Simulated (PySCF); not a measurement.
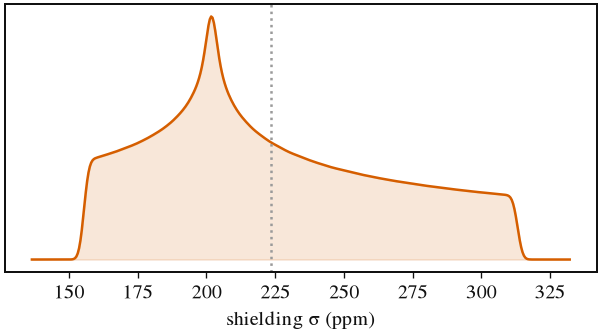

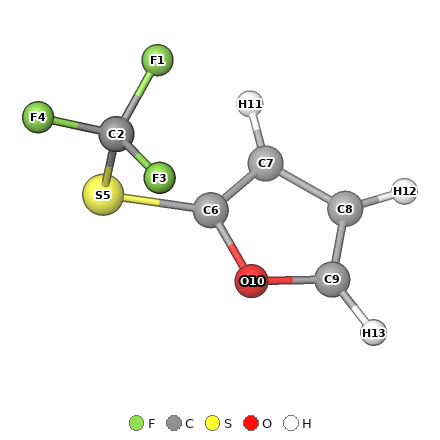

Static powder pattern (¹⁹F) from GIAO shielding tensors of C₅H₃F₃OS, SMILES FC(F)(F)Sc1ccco1, KT2/pcSseg-1 in PySCF 2.14.0, at a PBE0-D3(BJ)/def2-SVP geometry (no frequency check); absolute shielding, one fixed geometry of the isolated molecule without any motion, no dipolar terms. The dotted line is the isotropic value; skew is 3(σiso − σ22)/span.

The pattern belongs to F4. Give the principal values, span and skew.

Answer. F4: σ11, σ22, σ33 = 155, 202, 313 ppm, isotropic 224, span 158 ppm, skew 0.41.

Known limits of this run: one conformer of a flexible molecule.
